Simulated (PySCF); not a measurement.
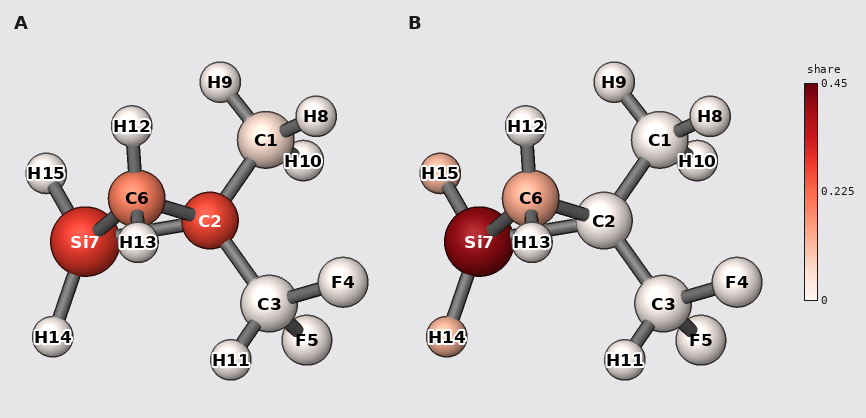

Each panel colours the atoms by their Löwdin share in one orbital (up to four of the largest shares; other atoms are shown as zero). The computed structure is the end point of a GFN2-xTB optimisation. No frequency run is at hand to confirm it as a minimum. Method: CAM-B3LYP/def2-SVPD (PySCF 2.14.0).

The panels show the HOMO, LUMO, in some order. Which is which?

Answer. A: HOMO, −8.53 eV; Si7 0.28, C2 0.27, C6 0.20, C1 0.06
B: LUMO, 0.73 eV; Si7 0.41, C6 0.14, H14 0.12, H15 0.12

The geometry is semi-empirical. Around Si such bond lengths and angles can be off by a tenth of an ångström or more and by several degrees, and values that hang on the shape move with them.
